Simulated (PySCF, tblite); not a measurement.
# C5H2N3O radical: geometry, infrared bands and EPR parameters

Wanted: the infrared bands and EPR parameters of C5H2N3O radical (`[CH2]OC(C#N)(C#N)C#N`), by calculation.

The runs use tblite 0.8.0 and PySCF 2.14.0, with density-fitted response routines of our own; the level of theory stands in each step. All values are computed, except where a source is named. Atoms are numbered from 0 throughout.

**1. The starting structure**

11 atoms, charge 0, multiplicity 2; geometry from: force field or distance geometry start.

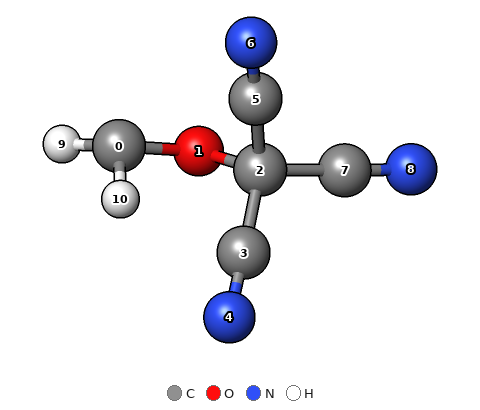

The starting geometry (carbon grey, oxygen red, nitrogen blue, hydrogen white), atoms numbered.

**2. Optimising the geometry with GFN2-xTB**

The job: settings as JSON, then the geometry in Å.

```
{"job": {"kind": "relax", "xc": "GFN2-xTB", "basis": "xTB"}, "charge": 0, "multiplicity": 2}
C      1.726600    -0.207600     0.023300
O      0.662400    -0.489200    -0.850100
C     -0.483400    -0.088200    -0.168000
C     -0.479900     1.344200     0.133000
N     -0.464100     2.468700     0.393800
C     -0.510900    -0.858200     1.064600
N     -0.524300    -1.462900     2.049600
C     -1.611600    -0.445300    -1.040000
N     -2.500800    -0.748200    -1.711600
H      2.710400    -0.281400    -0.412500
H      1.481100     0.770900     0.492000
```

Run with:

```
$ OMP_NUM_THREADS=1 python probes_run.py task.json out
```

This one command runs all jobs of the session in turn.

**Question.** This job is followed by: GFN2-xTB harmonic vibrations, gas phase; UKS B3LYP, pcH-1 on C H N O, non-relativistic, mean-field spin-orbit, GIAO. Predict these results of the whole session: strongest single infrared mode (GFN2-xTB); zero-point energy (GFN2-xTB); g(iso) (B3LYP); ⟨S²⟩; largest a(iso) (averaged by class); surface potential, least and greatest.

**Answer**, as computed:

```
                                 quantity                  value
strongest single infrared mode (GFN2-xTB)  2377 cm⁻¹, 237 km/mol
             zero-point energy (GFN2-xTB)          36.1 kcal/mol
                           g(iso) (B3LYP)                2.00302
                                     ⟨S²⟩     0.754 (exact 0.75)
       largest a(iso) (averaged by class)    13C on C0, 92.6 MHz
    surface potential, least and greatest     -1.07 V and 1.85 V
```

**Reading.** The optimisation took 69 steps and gained 0.475 eV; among the close pairs (by a distance rule), C0–O1 changed most, from 1.405 to 1.353 Å. All 27 modes are real, so the xTB geometry is a minimum. The strongest single mode, at 2377 cm⁻¹, moves mainly C5 and N6. Unscaled tight-binding wavenumbers are off by several per cent, some by more. Its intensities can rank the bands wrongly. Most of the unpaired spin sits on C0 (0.99 e). The isotropic g lies 0.7 ppt above the free-electron value.
